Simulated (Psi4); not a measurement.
# CHFO (SMILES O=CF): a chain of runs

Wanted: a geometry optimisation (singlet CHFO, MP2/3-21G), then the energy (doublet CHFO+, UMP2/3-21G), then a geometry optimisation (doublet CHFO+, UMP2/3-21G), then a single-point energy (singlet CHFO, MP2/3-21G) of CHFO and its partners. 

The results are computed with Psi4 1.11.

**1. The structure to begin with**

CHFO has 4 atoms, charge 0, and is taken as a singlet. As SMILES, `O=CF`. The coordinates come from a GFN2-xTB relaxation. The run starts from this shape.

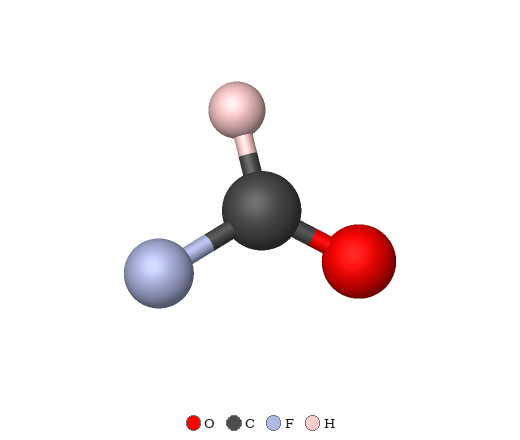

Viewed from a chosen angle; oxygen red, carbon dark grey, fluorine light blue, hydrogen pink.

**2. A structure relaxation at MP2/3-21G (density fitting, density fitting for correlation) (run 1)**

File calc.dat:

```
memory 1600 mb

molecule system {
  0 1
  O     -0.889680     0.196020     0.829980
  C     -0.049740     0.073340     0.022930
  F      0.584370    -1.090860    -0.181350
  H      0.355050     0.821510    -0.671560
  units angstrom
  symmetry c1
}

set freeze_core true

e_tot, wfn = optimize("mp2/3-21G", return_wfn=True)
```

Started as:

```sh
$ psi4 -i calc.dat -o calc.out -n 1
```

calc.out:

```text
Psi4 1.11 release

gradient() will perform analytic gradient computation.
    SCF Algorithm Type (re)set to DF.

   => Loading Basis Set <=

    Name: 3-21G
    Role: ORBITAL
    Keyword: BASIS

         ---------------------------------------------------------
                                   SCF
                              RHF Reference
                        1 Threads,   1525 MiB Core
         ---------------------------------------------------------

  ==> Geometry <==

    Molecular point group: c1
    Full point group: C1

    Geometry (in Angstrom), charge = 0, multiplicity = 1:

[... 97 lines left out ...]
   @DF-RHF iter   4:  -211.56923751191849   -9.17529e-04   6.54816e-04 DIIS/ADIIS
[... 205 lines left out ...]
	 SCS Correlation Energy    =      -0.3236782189622073 [Eh]
[... 237 lines left out ...]
             Iter  Converged  Remaining    Residual
[... 186 lines left out ...]
    Final Occupation by Irrep:
[... 234 lines left out ...]
   @DF-RHF iter   6:  -211.55855369420627   -1.16723e-06   7.65722e-06 DIIS
[... 116 lines left out ...]
	 SCS Total Energy          =    -211.8914452092581087 [Eh]
[... 206 lines left out ...]
             Iter  Converged  Remaining    Residual
[... 184 lines left out ...]
  Energy and wave function converged.
[... 237 lines left out ...]
   @DF-RHF iter   5:  -211.56633480462403   -7.78914e-09   1.27890e-06 DIIS
[... 181 lines left out ...]
	Measures of convergence in internal coordinates in au.
[... 3 lines left out ...]
	----------------------------------------------------------------------------------------------
	   Step    Total Energy     Delta E     Max Force     RMS Force      Max Disp      RMS Disp
	----------------------------------------------------------------------------------------------
	  Convergence Criteria     1.00e-06 *    3.00e-04 *             o    1.20e-03 *             o
	----------------------------------------------------------------------------------------------
	     7    -211.90720028   -3.30e-05      9.43e-05 *    4.68e-05 o    3.43e-04 *    1.94e-04 o  ~
	----------------------------------------------------------------------------------------------

Next Geometry in Ang
	Fragment 1 (Ang)

	    O  -0.8493363415   0.5517110894   0.6543049807
	    C   0.0232082666   0.4146833178  -0.1800719452
	    F   0.6781879709  -0.7880467845  -0.3913034762
	    H   0.4202091624   1.1608523184  -0.8648123140

    Final optimized geometry and variables:
    Molecular point group: c1
    Full point group: C1

    Geometry (in Angstrom), charge = 0, multiplicity = 1:

    O           -0.849304993347     0.551597992084     0.654351548302
    C            0.023126884907     0.414739899474    -0.180107936894
    F            0.678132497786    -0.787935839844    -0.391262929805
    H            0.420314669157     1.160797889418    -0.864863436227

    Psi4 run time: 0:00:03.65

[set-up sections that repeat, and orbital energies of the middle runs, are left out above]
```

The script printed:

```text
Optimizer: Optimization complete!
```

Run time: 4.8 s. Hardware: 1 thread of Intel Xeon Platinum 8488C (Sapphire Rapids), shared host; peak memory 0.21 GiB.

Step by step:

| step | energy from the first frame kept (eV) | largest force (eV/Å) |
| --- | --- | --- |
| 0 | 0.0000 | 4.3460 |
| 1 | -0.1336 | 0.8306 |
| 2 | -0.1384 | 0.1598 |
| 3 | 0.0450 | 2.6755 |
| 4 | -0.0830 | 1.4521 |
| 5 | -0.1383 | 0.1901 |
| 6 | -0.1392 | 0.0056 |

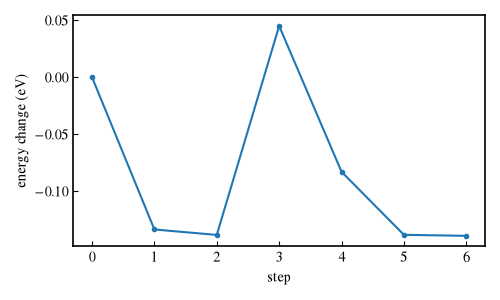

Energy along the run.

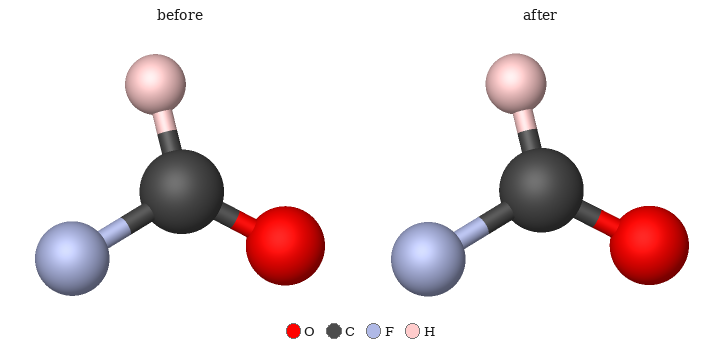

Before and after, at one scale.

After the run. Bond lengths: O1–C2 1.215 Å, C2–F3 1.386 Å, C2–H4 1.088 Å. Angles: O1–C2–F3 122.8°, O1–C2–H4 128.1°, F3–C2–H4 109.1°.

**3. The doublet cation: the energy at UMP2/3-21G (density fitting, density fitting for correlation) (run 2)**

File chfo.in:

```
memory 1600 MB

molecule m {
  1 2
  O     -0.919456     0.220746     0.850773
  C     -0.047024     0.083888     0.016313
  F      0.607982    -1.118787    -0.194842
  H      0.350164     0.829946    -0.668442
  symmetry c1
}

set {
  reference   uhf
  freeze_core true
}

energy('mp2/3-21G')
```

Started as:

```sh
$ psi4 -n 1 chfo.in chfo.out
```

chfo.out:

```text
Psi4 1.11 release

    SCF Algorithm Type (re)set to DF.

   => Loading Basis Set <=

    Name: 3-21G
    Role: ORBITAL
    Keyword: BASIS

         ---------------------------------------------------------
                                   SCF
                              UHF Reference
                        1 Threads,   1525 MiB Core
         ---------------------------------------------------------

  ==> Geometry <==

    Molecular point group: c1
    Full point group: C1

    Geometry (in Angstrom), charge = 1, multiplicity = 2:

[... 93 lines left out ...]
   @DF-UHF iter SAD:  -210.73305525146975   -2.10733e+02   0.00000e+00
[... 4 lines left out ...]
   @DF-UHF iter   5:  -211.15876208246235   -3.67593e-03   6.81211e-04 ADIIS/DIIS
[... 4 lines left out ...]
   @DF-UHF iter  10:  -211.16016204482571   -8.24005e-06   2.16602e-05 DIIS
[... 4 lines left out ...]
   @DF-UHF iter  15:  -211.16016359504209   -2.57441e-09   4.50080e-07 DIIS
[... 4 lines left out ...]
   @DF-UHF iter  20:  -211.16016359584154   -6.82121e-13   7.85123e-09 DIIS
[... 7 lines left out ...]
   @S   Expected:                5.000000000E-01
[... 49 lines left out ...]
    One-Electron Energy =                -413.2336449192470127
[... 27 lines left out ...]
 Dipole Z            :         -0.0352058           -0.4385389           -0.4737447
[... 31 lines left out ...]
	-----------------------------------------------------------
	 ==================> DF-MP2 Energies <====================
	-----------------------------------------------------------
	 Reference Energy          =    -211.1601635958415386 [Eh]
	 Singles Energy            =      -0.0000000000000000 [Eh]
	 Same-Spin Energy          =      -0.0782089814579114 [Eh]
	 Opposite-Spin Energy      =      -0.2217836032534351 [Eh]
	 Correlation Energy        =      -0.2999925847113465 [Eh]
	 Total Energy              =    -211.4601561805528718 [Eh]
	-----------------------------------------------------------
	 ================> DF-SCS-MP2 Energies <==================
	-----------------------------------------------------------
	 SCS Same-Spin Scale       =       0.3333333333333333 [-]
	 SCS Opposite-Spin Scale   =       1.2000000000000000 [-]
	 SCS Same-Spin Energy      =      -0.0260696604859705 [Eh]
	 SCS Opposite-Spin Energy  =      -0.2661403239041221 [Eh]
	 SCS Correlation Energy    =      -0.2922099843900925 [Eh]
	 SCS Total Energy          =    -211.4523735802316367 [Eh]
	-----------------------------------------------------------

	total time  =          0 seconds =       0.00 minutes

    Psi4 run time: 0:00:00.81
```

Run time: 1.7 s. Hardware: 1 thread of Intel Xeon Platinum 8488C (Sapphire Rapids), shared host; peak memory 0.19 GiB.

**4. The doublet cation: a structure relaxation at UMP2/3-21G (density fitting, density fitting for correlation) (run 3)**

File chfo.xyz:

```xyz
4
CHFO
O     -0.919456     0.220746     0.850773
C     -0.047024     0.083888     0.016313
F      0.607982    -1.118787    -0.194842
H      0.350164     0.829946    -0.668442
```

File job.py:

```python
import psi4

psi4.set_memory('1600 MB')
psi4.set_num_threads(1)
psi4.core.set_output_file('psi4.out', False)

with open('chfo.xyz') as f:
    atoms = ''.join(f.readlines()[2:])
geom = psi4.geometry('1 2\n' + atoms + 'symmetry c1')

options = {'basis': '3-21G', 'reference': 'uhf', 'freeze_core': True}
psi4.set_options(options)

energy_value = psi4.optimize("mp2")
print(f'mp2 energy: {energy_value:.10f} Eh')
geom.save_xyz_file('final.xyz', False)
```

Started as:

```sh
$ python job.py
```

psi4.out, cut to the lines that bear on the results:

```text
[...]
   @DF-UHF iter   6:  -211.15944523716885   -6.83155e-04   4.58063e-04 ADIIS/DIIS
[...]
	DF-MP2 Total Energy (a.u.)         :  -211.46015618450016
[...]
  @DF-UHF Final Energy:  -211.17315469849692
[...]
   @DF-UHF iter   5:  -211.17377021419404   -8.46511e-07   1.20358e-05 DIIS
[...]
    Final optimized geometry and variables:
    Molecular point group: c1
    Full point group: C1
    Geometry (in Angstrom), charge = 1, multiplicity = 2:
    O           -0.846464690885     0.564088094595     0.646578798027
    C            0.080060545276     0.382769790316    -0.225843312931
    F            0.641670035521    -0.781629676200    -0.356463226396
    H            0.384687690028     1.224356687099    -0.852946492552
[...]
```

On the terminal:

```text
Some dependencies such as QCElemental have not yet finished migration to pydantic v2. If issues are encountered please downgrade pydantic or upgrade QCElemental as appropriate
	Previous geometry is closer to target in internal coordinates, so using that one.

	Best geometry has RMS(Delta(q)) = 1.03e-04

	Energy has increased in a minimization.
	Energy ratio indicates iffy step.
	Intrafrag trust radius decreased to   0.25.
	Energy has increased in a minimization.
	Energy ratio indicates iffy step.
	Intrafrag trust radius decreased to 0.0625.
Optimizer: Optimization complete!
mp2 energy: -211.4722702604 Eh
```

Wall time 14 s (1 thread of Intel Xeon Platinum 8488C (Sapphire Rapids), shared host); peak memory 0.62 GiB.

Steps, from the record of the run:

| step | energy from the first frame kept (eV) | largest force (eV/Å) |
| --- | --- | --- |
| 0 | 0.0000 | 6.1384 |
| 1 | -0.2608 | 3.0032 |
| 2 | -0.3260 | 0.5575 |
| 3 | -0.3155 | 0.7125 |
| 4 | -0.2956 | 1.3719 |
| 5 | -0.3270 | 0.3520 |
| 6 | -0.3296 | 0.0201 |
| 7 | -0.3296 | 0.0038 |

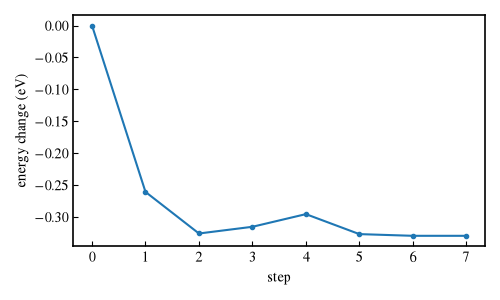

Energy along the run.

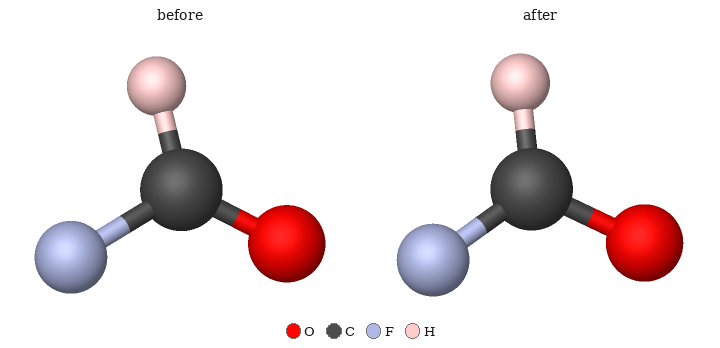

Before and after, at one scale.

After the run. Bond lengths: O1–C2 1.285 Å, C2–F3 1.299 Å, C2–H4 1.093 Å. Angles: O1–C2–F3 120.4°, O1–C2–H4 118.8°, F3–C2–H4 120.8°.

**5. A single-point energy at MP2/3-21G (density fitting, density fitting for correlation) (run 4)**

File run.py:

```python
import psi4

psi4.set_memory('1600 MB')
psi4.set_num_threads(1)
psi4.core.set_output_file('psi4.out', False)

geom = psi4.geometry("""
0 1
O     -0.916615     0.233236     0.843000
C      0.009910     0.051918    -0.029422
F      0.571519    -1.112481    -0.160042
H      0.314537     0.893505    -0.656525
symmetry c1
""")

psi4.set_options({
    'basis': '3-21G',
    'reference': 'rhf',
    'freeze_core': True,
})

e = psi4.energy("mp2")
print(f'mp2 energy: {e:.10f} Eh')
```

Started as:

```sh
$ python run.py
```

psi4.out:

```text
SCF Algorithm Type (re)set to DF.

   => Loading Basis Set <=

    Name: 3-21G
    Role: ORBITAL
    Keyword: BASIS

         ---------------------------------------------------------
                                   SCF
                              RHF Reference
                        1 Threads,   1525 MiB Core
         ---------------------------------------------------------

  ==> Geometry <==

    Molecular point group: c1
    Full point group: C1

    Geometry (in Angstrom), charge = 0, multiplicity = 1:

       Center              X                  Y                   Z               Mass
    ------------   -----------------  -----------------  -----------------  -----------------
         O           -0.846464336344     0.564087704898     0.646578754521    15.994914619570
         C            0.080060663656     0.382769704898    -0.225843245479    12.000000000000
         F            0.641669663656    -0.781629295102    -0.356463245479    18.998403162730
         H            0.384687663656     1.224356704898    -0.852946245479     1.007825032230

[... 87 lines left out ...]
   @DF-RHF iter   1:  -211.42013322728729   -6.76499e-01   1.77729e-02 DIIS/ADIIS
[... 2 lines left out ...]
   @DF-RHF iter   4:  -211.54922356377415   -1.13436e-03   7.65822e-04 DIIS/ADIIS
[... 2 lines left out ...]
   @DF-RHF iter   7:  -211.54962709138999   -1.08294e-05   3.25584e-05 DIIS
[... 2 lines left out ...]
   @DF-RHF iter  10:  -211.54962845635177   -9.13104e-10   1.80655e-07 DIIS
[... 2 lines left out ...]
  Energy and wave function converged.
[... 32 lines left out ...]
    Nuclear Repulsion Energy =             65.9955345160544766
[... 2 lines left out ...]
    Total Energy =                       -211.5496284563855625
[... 16 lines left out ...]
 Dipole Z            :         -0.3672515           -0.4602331           -0.8274846
[... 40 lines left out ...]
	-----------------------------------------------------------
	 ==================> DF-MP2 Energies <====================
	-----------------------------------------------------------
	 Reference Energy          =    -211.5496284563855625 [Eh]
	 Singles Energy            =      -0.0000000000000000 [Eh]
	 Same-Spin Energy          =      -0.0898879031841556 [Eh]
	 Opposite-Spin Energy      =      -0.2541770438679606 [Eh]
	 Correlation Energy        =      -0.3440649470521163 [Eh]
	 Total Energy              =    -211.8936934034376804 [Eh]
	-----------------------------------------------------------
	 ================> DF-SCS-MP2 Energies <==================
	-----------------------------------------------------------
	 SCS Same-Spin Scale       =       0.3333333333333333 [-]
	 SCS Opposite-Spin Scale   =       1.2000000000000000 [-]
	 SCS Same-Spin Energy      =      -0.0299626343947185 [Eh]
	 SCS Opposite-Spin Energy  =      -0.3050124526415527 [Eh]
	 SCS Correlation Energy    =      -0.3349750870362713 [Eh]
	 SCS Total Energy          =    -211.8846035434218322 [Eh]
	-----------------------------------------------------------

	total time  =          0 seconds =       0.00 minutes
```

Standard output:

```text
mp2 energy: -211.8936934034 Eh
```

Wall time 1.5 s (1 thread of Intel Xeon Platinum 8488C (Sapphire Rapids), shared host); peak memory 0.19 GiB.

**6. Outcome**

| quantity | value |
| --- | --- |
| run 1, MP2/3-21G: total energy at the end | -211.90720 Eh |
| run 1, MP2/3-21G: correlation energy (3 core orbitals frozen) | -340.9 mEh |
| doublet cation, run 2: total energy | -211.46016 Eh |
| doublet cation, run 2: HOMO energy (Hartree–Fock orbitals) (highest over α and β) | -25.02 eV |
| doublet cation, run 2: LUMO energy (Hartree–Fock orbitals) (lowest over α and β) | -8.85 eV |
| doublet cation, run 2: correlation energy (3 core orbitals frozen) | -300.0 mEh |
| doublet cation, run 2: ⟨S²⟩ | 0.784 |
| doublet cation, run 3: total energy at the end | -211.47227 Eh |
| doublet cation, run 3: HOMO energy (Hartree–Fock orbitals) (highest over α and β) | -24.35 eV |
| doublet cation, run 3: LUMO energy (Hartree–Fock orbitals) (lowest over α and β) | -7.77 eV |
| doublet cation, run 3: correlation energy (3 core orbitals frozen) | -298.5 mEh |
| doublet cation, run 3: ⟨S²⟩ | 0.775 |
| run 4, MP2/3-21G: total energy | -211.89369 Eh |
| run 4, MP2/3-21G: HOMO energy (Hartree–Fock orbitals) | -13.30 eV |
| run 4, MP2/3-21G: LUMO energy (Hartree–Fock orbitals) | 3.39 eV |
| run 4, MP2/3-21G: HOMO–LUMO gap (Hartree–Fock orbitals) | 16.68 eV |
| run 4, MP2/3-21G: correlation energy (3 core orbitals frozen) | -344.1 mEh |
| adiabatic ionisation energy (to the doublet cation, no zero-point term) | 11.835 eV |

What this shows: The adiabatic ionisation energy (to the doublet cation, no zero-point term) is 11.84 eV (273 kcal/mol). The optimisation (run 1, MP2/3-21G) took 7 steps and changed the energy by -0.139 eV. The optimisation (doublet cation, run 3) took 8 steps and changed the energy by -0.330 eV.
